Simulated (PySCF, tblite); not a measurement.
# C5H14SSi2: geometry, infrared bands and NMR shifts

Wanted: the infrared bands and NMR shifts of C5H14SSi2 (`CC/C=C\[SiH2]S[SiH2]C`), by calculation.

The runs use tblite 0.8.0 and PySCF 2.14.0, with density-fitted response routines of our own; the level of theory stands in each step. All values are computed, except where a source is named. Atoms are numbered from 0 throughout.

### 1 Starting geometry

22 atoms, charge 0, multiplicity 1; geometry from: force field or distance geometry start.

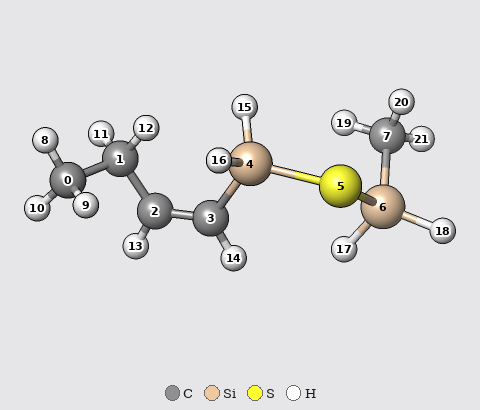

The starting geometry (carbon grey, silicon light orange, sulfur yellow, hydrogen white), atoms numbered.

### 2 Relaxing the molecule with GFN2-xTB

The job: settings as JSON, then the geometry in Å.

```
{"job": {"kind": "relax", "xc": "GFN2-xTB", "basis": "xTB"}, "charge": 0, "multiplicity": 1}
C     -3.820000     0.447300     0.228500
C     -2.434800     0.830000    -0.285400
C     -1.756000    -0.410800    -0.743200
C     -0.627800    -0.833300    -0.219500
Si     0.214000     0.069700     1.179400
S      2.072500    -0.812800     1.694900
Si     3.306500    -1.181600    -0.026200
C      3.826600     0.501900    -0.675300
H     -4.264700     1.363500     0.680100
H     -3.676500    -0.292900     1.036000
H     -4.468500     0.028500    -0.579800
H     -2.610500     1.571600    -1.070500
H     -1.890400     1.320200     0.555600
H     -2.174600    -1.023800    -1.562700
H     -0.186100    -1.760600    -0.607400
H      0.414500     1.443800     0.680300
H     -0.718100     0.091300     2.304900
H      2.452000    -1.873500    -1.017600
H      4.504600    -1.976900     0.309000
H      2.997100     1.011800    -1.167400
H      4.106400     1.100400     0.210600
H      4.723200     0.405600    -1.310600
```

Command:

```bash
OMP_NUM_THREADS=1 python probes_run.py task.json out
```

The driver reads the jobs from task.json and runs them one after another.

The log of the run:

```text
step      E/eV     max force
  0    -668.08648    1.267
  1    -668.20227    0.929
  2    -668.27764    0.612
  3    -668.31489    0.425
  4    -668.35916    0.392
  5    -668.38351    0.342
  6    -668.40726    0.284
  7    -668.42449    0.257
  8    -668.44033    0.253
  9    -668.45338    0.231
 10    -668.46396    0.287
 11    -668.47181    0.236
 12    -668.47788    0.168
 13    -668.48329    0.212
 14    -668.48804    0.185
 15    -668.49154    0.164
 16    -668.49403    0.150
 17    -668.49601    0.099
 18    -668.49793    0.091
 19    -668.49980    0.092
 20    -668.50150    0.096
 21    -668.50311    0.085
 22    -668.50477    0.090
 23    -668.50642    0.089
 24    -668.50782    0.097
 25    -668.50891    0.074
 26    -668.50988    0.091
 27    -668.51088    0.081
 28    -668.51180    0.070
 29    -668.51254    0.060
 30    -668.51314    0.049
 31    -668.51370    0.052
 32    -668.51424    0.062
 33    -668.51470    0.052
 34    -668.51511    0.041
 35    -668.51561    0.048
 36    -668.51631    0.068
 37    -668.51710    0.078
 38    -668.51777    0.056
 39    -668.51825    0.044
 40    -668.51865    0.044
 41    -668.51906    0.063
 42    -668.51949    0.053
 43    -668.51987    0.039
 44    -668.52024    0.047
 45    -668.52063    0.060
 46    -668.52101    0.062
 47    -668.52128    0.034
 48    -668.52145    0.028
 49    -668.52161    0.029
 50    -668.52178    0.042
 51    -668.52194    0.033
 52    -668.52206    0.025
 53    -668.52215    0.025
 54    -668.52226    0.040
 55    -668.52241    0.047
 56    -668.52257    0.036
 57    -668.52271    0.026
 58    -668.52280    0.019
 59    -668.52288    0.021
 60    -668.52296    0.020
 61    -668.52304    0.027
 62    -668.52312    0.027
 63    -668.52319    0.020
 64    -668.52328    0.022
 65    -668.52336    0.024
 66    -668.52343    0.018
 67    -668.52349    0.020
 68    -668.52354    0.021
 69    -668.52360    0.018
 70    -668.52365    0.014
 71    -668.52368    0.013
 72    -668.52370    0.014
 73    -668.52373    0.013
 74    -668.52377    0.015
 75    -668.52381    0.013
 76    -668.52384    0.015
 77    -668.52386    0.015
 78    -668.52389    0.015
 79    -668.52391    0.012
 80    -668.52394    0.010
 81    -668.52396    0.008
```

Run time: 0.91 s. Hardware: 1 thread of Arm Neoverse V1, shared host; peak memory 0.18 GiB.

The steps of the relaxation: (not every step is listed)

```
step  energy from step 0 (eV)  largest force (eV/Å)
   0                   0.0000                1.2674
   1                  -0.1158                0.9289
   2                  -0.1912                0.6118
   3                  -0.2284                0.4252
   4                  -0.2727                0.3923
   5                  -0.2970                0.3418
   6                  -0.3208                0.2844
   7                  -0.3380                0.2567
   8                  -0.3538                0.2531
  14                  -0.4016                0.1852
  20                  -0.4150                0.0965
  26                  -0.4234                0.0906
  32                  -0.4278                0.0618
  38                  -0.4313                0.0560
  44                  -0.4338                0.0472
  50                  -0.4353                0.0419
  56                  -0.4361                0.0365
  62                  -0.4366                0.0270
  68                  -0.4371                0.0214
  74                  -0.4373                0.0149
  76                  -0.4374                0.0153
  77                  -0.4374                0.0152
  78                  -0.4374                0.0148
  79                  -0.4374                0.0117
  80                  -0.4375                0.0099
  81                  -0.4375                0.0081
```

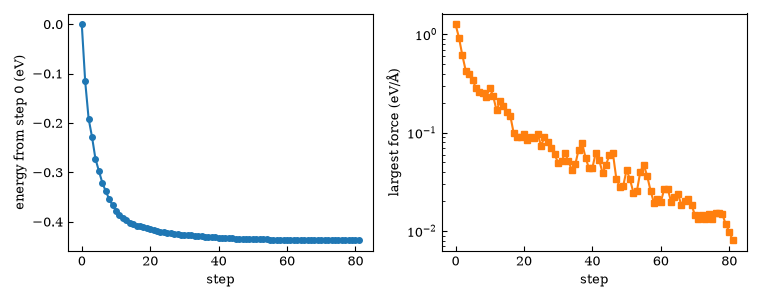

Energy and largest force along the relaxation.

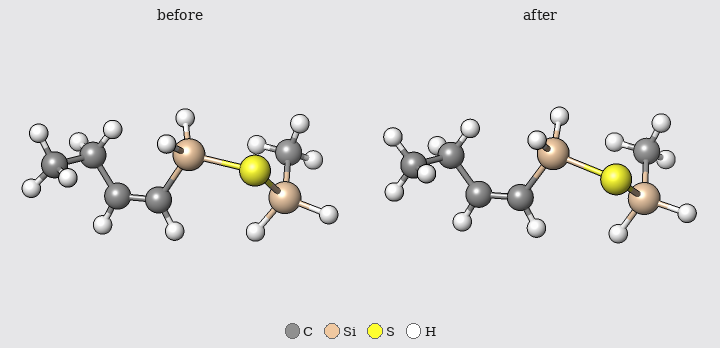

Before and after, at one scale.

Close pairs (by a distance rule), those that changed most:

```
   bond  before (Å)  after (Å)  change (Å)
 Si4–S5       2.121      2.156      +0.035
 C0–H10       1.118      1.088      -0.030
  C0–H8       1.114      1.087      -0.027
 C1–H12       1.115      1.090      -0.025
Si6–H18       1.477      1.456      -0.021
 C2–H13       1.106      1.085      -0.020
 C7–H20       1.105      1.087      -0.018
 C7–H21       1.103      1.086      -0.017
```

The end geometry stands in the next job.

### 3 Vibrational analysis with GFN2-xTB

The job: settings as JSON, then the geometry in Å.

```
{"job": {"kind": "ir", "xc": "GFN2-xTB", "basis": "xTB"}, "charge": 0, "multiplicity": 1}
C     -3.868240     0.433494     0.230246
C     -2.505749     0.841156    -0.331801
C     -1.728073    -0.358525    -0.757257
C     -0.577649    -0.761062    -0.230960
Si     0.333009     0.085874     1.175511
S      2.033324    -1.119018     1.728020
Si     3.259891    -1.212152    -0.034953
C      3.737203     0.522758    -0.628617
H     -4.444295     1.313457     0.506075
H     -3.738397    -0.187537     1.113408
H     -4.433365    -0.131032    -0.508339
H     -2.661630     1.490045    -1.198622
H     -1.950168     1.401198     0.420910
H     -2.191663    -0.930681    -1.554561
H     -0.132041    -1.667605    -0.624872
H      0.822884     1.413970     0.797467
H     -0.418537     0.140336     2.423156
H      2.525396    -1.921492    -1.083175
H      4.410491    -1.974420     0.427781
H      2.883289     1.055148    -1.039876
H      4.137932     1.118569     0.187374
H      4.495978     0.466904    -1.403123
```

The log of the run:

```text
mode    cm-1     km/mol
  1     -12.5      0.10
  2      20.4      0.43
  3      35.9      0.01
  4      59.1      0.84
  5      94.4      1.89
  6     127.4      3.05
  7     131.2      0.76
  8     169.6      8.10
  9     186.3      0.46
 10     210.6      0.56
 11     235.6      0.26
 12     382.3      1.90
 13     442.7     24.40
 14     468.2      8.92
 15     479.8     78.77
 16     507.5    139.66
 17     535.0     57.58
 18     589.7     15.34
 19     608.9      3.47
 20     680.8    223.00
 21     713.2    373.01
 22     736.4     36.43
 23     751.7     66.70
 24     759.8    118.92
 25     762.7     48.66
 26     778.5    330.07
 27     824.6    105.82
 28     832.4     30.49
 29     836.1    232.63
 30     930.8     19.14
 31     942.6      0.80
 32    1064.5      0.43
 33    1082.8      2.47
 34    1096.9      5.79
 35    1230.1      1.66
 36    1248.4      0.34
 37    1302.2      0.08
 38    1353.1      1.17
 39    1368.9     14.09
 40    1408.3      1.47
 41    1476.5      0.95
 42    1480.5      0.32
 43    1483.4      0.98
 44    1498.9      3.37
 45    1503.3      2.43
 46    1678.0    106.81
 47    2227.7    252.17
 48    2249.1    263.06
 49    2305.8    191.65
 50    2327.4    214.22
 51    2950.7     32.20
 52    2998.7     12.18
 53    3012.2     59.39
 54    3028.2     29.21
 55    3029.2     16.58
 56    3032.7     14.93
 57    3034.8     87.97
 58    3037.4     47.33
 59    3041.8     23.90
 60    3044.9     23.13
```

Wall time 1.3 s (1 thread of Arm Neoverse V1, shared host); peak memory 0.18 GiB.

Which atoms move in the most intense modes:

```
cm⁻¹  km/mol                        atoms
 681   223.0           H18 41 %, H17 33 %
 713   373.0           H16 41 %, H15 34 %
 778   330.1           H15 32 %, H16 32 %
 836   232.6  H21 31 %, H20 23 %, C7 14 %
2228   252.2                     H15 95 %
2249   263.1                     H17 96 %
2306   191.7                     H16 95 %
2327   214.2                     H18 96 %
```

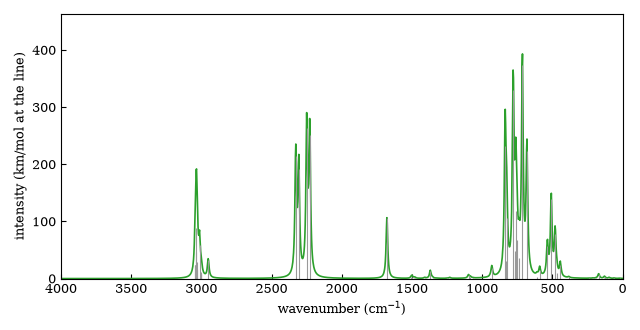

The infrared spectrum from these modes, unscaled. Lines are broadened to a width of 14 cm⁻¹ (Lorentzian).

### 4 NMR shieldings: PBE0/pcSseg-1

Same as in step 3 but for these lines:

```diff
@@ -1,2 +1,2 @@
-{"job": {"kind": "ir", "xc": "GFN2-xTB", "basis": "xTB"}, "charge": 0, "multiplicity": 1}
+{"job": {"kind": "nmr", "xc": "PBE0", "basis": "pcSseg-1"}, "charge": 0, "multiplicity": 1}
 C     -3.868240     0.433494     0.230246
```

With the program's defaults for keys left out, this is: GIAO PBE0/pcSseg-1 NMR shielding, non-relativistic, gas phase.

The log of the run:

```text
coarse grid: 18984 points
cycle   1  E = -1175.3636765695  dE =  4.843e-01  |g| = 5.054e-01  |ddm| = 4.128e+00
cycle   2  E = -1175.3564574974  dE =  7.219e-03  |g| = 5.384e-01  |ddm| = 1.038e+00
cycle   3  E = -1175.4331646444  dE = -7.671e-02  |g| = 2.462e-02  |ddm| = 5.557e-01
cycle   4  E = -1175.4332816336  dE = -1.170e-04  |g| = 1.172e-02  |ddm| = 4.204e-02
cycle   5  E = -1175.4333118964  dE = -3.026e-05  |g| = 5.563e-03  |ddm| = 2.014e-02
cycle   6  E = -1175.4333191842  dE = -7.288e-06  |g| = 1.721e-03  |ddm| = 7.043e-03
final grid: 166848 points
cycle   7  E = -1175.4819097560  dE = -3.416e-05  |g| = 1.012e-02  |ddm| = 3.157e-02
cycle   8  E = -1175.4818907756  dE =  1.898e-05  |g| = 1.305e-02  |ddm| = 2.161e-02
cycle   9  E = -1175.4819356960  dE = -4.492e-05  |g| = 1.739e-03  |ddm| = 1.314e-02
cycle  10  E = -1175.4819364589  dE = -7.629e-07  |g| = 2.793e-04  |ddm| = 1.623e-03
cycle  11  E = -1175.4819364786  dE = -1.967e-08  |g| = 7.216e-05  |ddm| = 4.153e-04
cycle  12  E = -1175.4819364800  dE = -1.407e-09  |g| = 2.556e-05  |ddm| = 1.217e-04
cycle  13  E = -1175.4819364801  dE = -1.526e-10  |g| = 2.043e-06  |ddm| = 2.680e-05
converged SCF energy = -1175.4819364801

GIAO shielding tensors (ppm)
atom      isotropic    diamagn.    paramagn.     s11        s22        s33       span
  0 C      171.016     244.948     -73.932    160.806    166.243    185.998     25.192
  1 C      152.441     250.823     -98.382    141.805    149.371    166.146     24.341
  2 C       23.360     257.594    -234.234   -103.620     24.448    149.252    252.873
  3 C       60.120     264.490    -204.369    -43.932     75.123    149.170    193.102
  4 Si     396.700     882.609    -485.910    346.031    403.682    440.387     94.356
  5 S      796.487    1061.373    -264.886    782.372    801.491    805.598     23.226
  6 Si     380.177     880.435    -500.259    324.272    395.559    420.700     96.428
  7 C      189.471     254.087     -64.616    177.660    194.087    196.665     19.006
  8 H       30.473      26.477       3.997     26.162     27.562     37.696     11.534
  9 H       30.775      29.016       1.759     26.311     30.105     35.908      9.598
 10 H       30.611      27.498       3.113     26.619     28.519     36.695     10.076
 11 H       29.417      31.509      -2.092     25.294     28.323     34.633      9.340
 12 H       29.893      34.439      -4.546     25.524     29.952     34.204      8.680
 13 H       24.966      33.979      -9.013     22.343     24.232     28.324      5.981
 14 H       25.967      35.182      -9.215     23.379     23.917     30.606      7.227
 15 H       26.413      32.848      -6.436     21.948     26.789     30.501      8.554
 16 H       26.571      30.825      -4.254     21.616     26.246     31.850     10.234
 17 H       26.672      30.894      -4.222     22.539     25.650     31.827      9.288
 18 H       26.893      28.728      -1.834     22.426     25.083     33.171     10.745
 19 H       31.022      35.065      -4.044     25.843     30.530     36.692     10.849
 20 H       31.410      29.737       1.673     26.984     29.268     37.978     10.995
 21 H       31.544      27.344       4.200     26.971     27.707     39.954     12.983
```

It took 58 s on 1 thread of Arm Neoverse V1, shared host; peak memory 1 GiB.

The references, computed at this level on geometries of the same kind, shield at (ppm): 1H TMS 31.72, 13C TMS 186.9, 29Si TMS 349.2, 33S CS2 504. Their shielding less the atom's gives the shift. The references are single molecules in the gas phase. Atoms listed in one row are averaged.

```
        atoms                               environment  σ (ppm)  δ (ppm)  δ scaled to CDCl3
           C2                                 alkene CH     23.4    163.6              157.7
           C3                                 alkene CH     60.1    126.8              121.8
           C1                           allylic sp3 CH2    152.4     34.5               31.7
           C0                             methyl carbon    171.0     15.9               13.6
           C7                methyl carbon bonded to Si    189.5     -2.5               -4.4
          H13                  hydrogen on an alkene CH    24.97     6.75               6.47
          H14                  hydrogen on an alkene CH    25.97     5.75               5.53
     H15, H16      hydrogen on a silicon bonded to C, S    26.49     5.23                  –
     H17, H18      hydrogen on a silicon bonded to C, S    26.78     4.93                  –
     H11, H12            hydrogen on an allylic sp3 CH2    29.65     2.06               2.05
  H8, H9, H10               hydrogen on a methyl carbon    30.62     1.10               1.14
H19, H20, H21  hydrogen on a methyl carbon bonded to Si    31.33     0.39               0.47
          Si6               silicon bonded to C, S, 2 H    380.2    -31.0                  –
          Si4               silicon bonded to C, S, 2 H    396.7    -47.5                  –
           S5                     sulfur bonded to 2 Si      796     -293                  –
```

The scaled column applies a straight-line fit of computed shieldings to shifts measured in CDCl3, with any fitted terms for Cl, Br or S neighbours (root-mean-square error 0.16 ppm for H, 1.9 ppm for C).

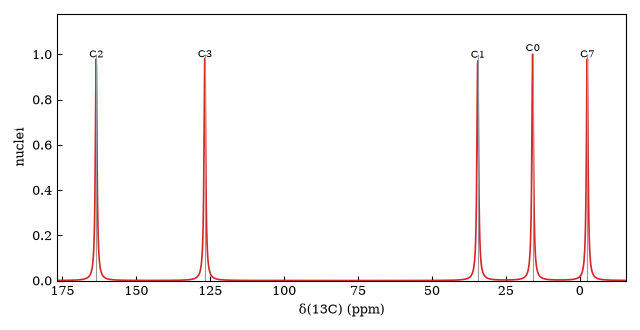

13C lines at the computed shifts, without couplings. Lines are broadened to a width of 0.66 ppm (Lorentzian).

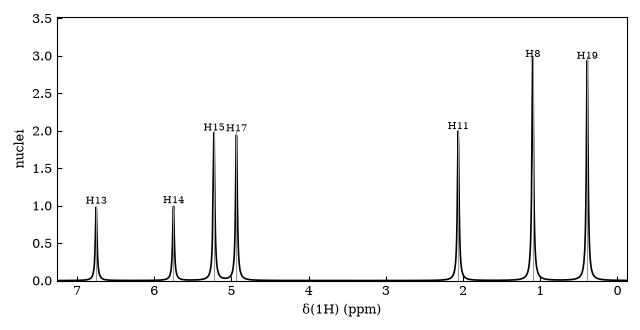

1H lines at the computed shifts, without couplings. Lines are broadened to a width of 0.03 ppm (Lorentzian).

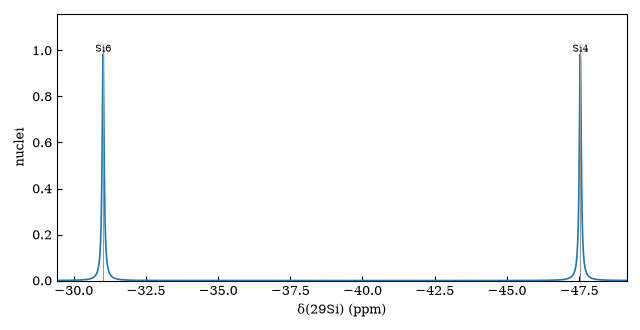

29Si lines at the computed shifts, without couplings. Lines are broadened to a width of 0.08 ppm (Lorentzian).

The run also stored atomic charges by several schemes (e):

```
atoms  Mulliken    IAO  Hirshfeld  ESP fit
   C0     -0.28  -0.41      -0.11    -0.36
   C1     -0.25  -0.26      -0.06     0.27
   C2     -0.14  -0.10      -0.02    -0.24
   C3     -0.42  -0.46      -0.16    -0.34
  Si4      0.61   0.67       0.31     0.43
   S5     -0.56  -0.44      -0.19    -0.44
  Si6      0.58   0.70       0.33     0.55
   C7     -0.63  -0.72      -0.21    -0.54
```

Mulliken charges:

C0 -0.28; C1 -0.25; C2 -0.14; C3 -0.42; Si4 0.61; S5 -0.56; Si6 0.58; C7 -0.63; H8 0.12; H9 0.12; H10 0.11; H11 0.14; H12 0.13; H13 0.10; H14 0.14; H15 -0.05; H16 -0.04; H17 -0.07; H18 -0.06; H19 0.15; H20 0.15; H21 0.14

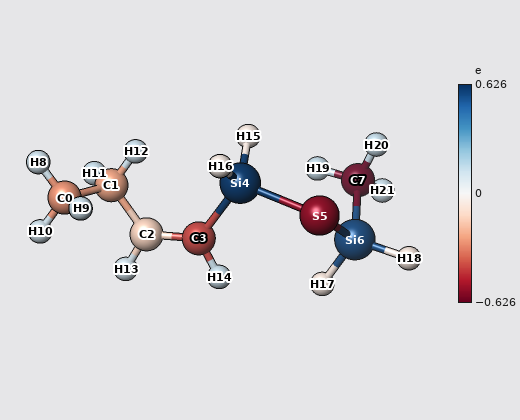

Mulliken charges, as colours on the atoms.

Mayer bond orders: C0–C1 1.04, C1–C2 1.04, C2–C3 1.95, C3–Si4 0.88, Si4–S5 0.94, S5–Si6 0.96, Si6–C7 0.95.

The fields below are evaluated on a grid from the run's orbitals.

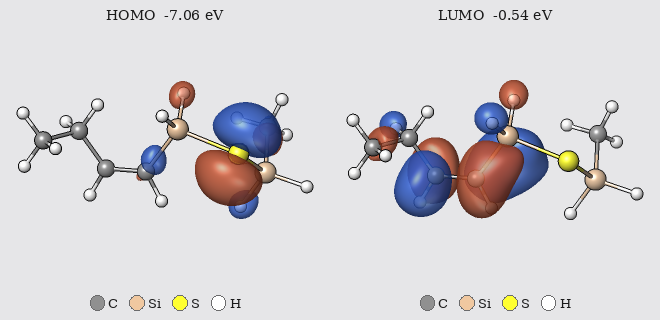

Frontier orbitals at PBE0/pcSseg-1; each surface holds 70 % of the orbital's density, blue and red mark the sign.

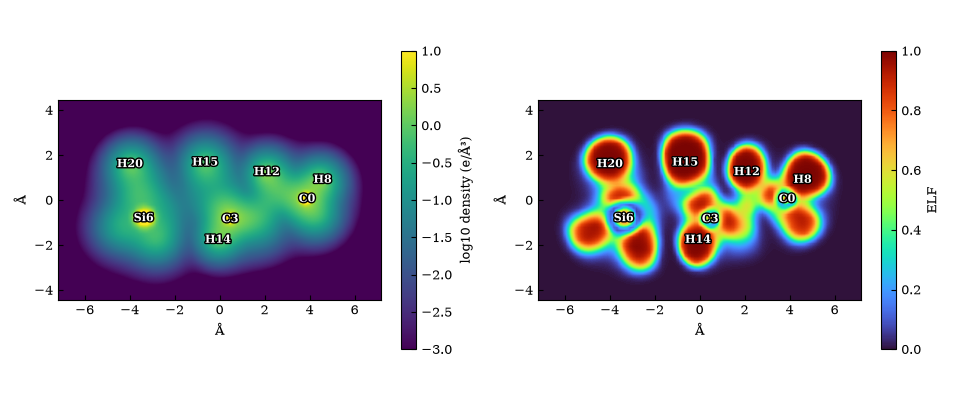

Density (left) and ELF (right) in a plane through or near 8 of the atoms.

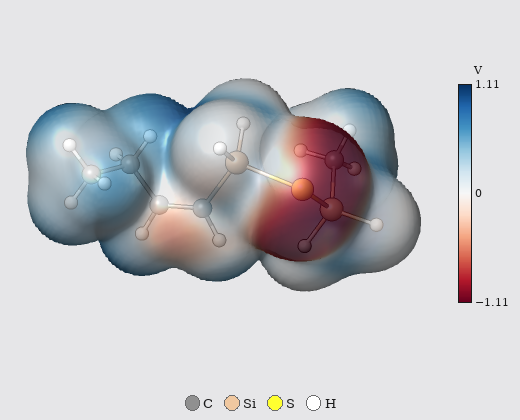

Electrostatic potential on the surface of density 0.002 e/bohr³; red is low, blue high. It runs from -1.11 V near S5 to 0.91 V near H21.

### 5 Summary of results

| quantity | value |
| --- | --- |
| strongest single infrared mode (GFN2-xTB) | 713 cm⁻¹, 373 km/mol |
| zero-point energy (GFN2-xTB) | 106.4 kcal/mol |
| 13C shifts against TMS (PBE0/pcSseg-1) | 163.6, 126.8, 34.5, 15.9, -2.5 ppm |
| 1H shifts against TMS (PBE0/pcSseg-1, means over atoms taken as alike) | 6.75, 5.75, 5.23, 4.93, 2.06, 1.10, 0.39 ppm |
| 29Si shifts against TMS (PBE0/pcSseg-1) | -31.0, -47.5 ppm |
| 33S shifts against CS2 (PBE0/pcSseg-1) | -293 ppm |
| surface potential, least and greatest | -1.11 V and 0.91 V |

Over 81 steps the energy fell by 0.437 eV; of the close pairs, Si4–S5 changed most, 2.121 to 2.156 Å. The lowest mode is slightly imaginary (12i cm⁻¹), a soft motion within the noise of the Hessian, so the minimum is not strictly shown. The strongest single mode, at 713 cm⁻¹, moves mainly H16 and H15. GFN2-xTB is a fitted tight-binding method: band positions and strengths are rough. Its intensities can rank the bands wrongly. At PBE0/pcSseg-1: The largest span, 253 ppm, is at C2, where the paramagnetic term is -234 ppm. At PBE0/pcSseg-1, counted by nearest atom on the grid, the HOMO lies on S5 76 %, the LUMO on C2, C3 about 26 % each; Si4 8 %.
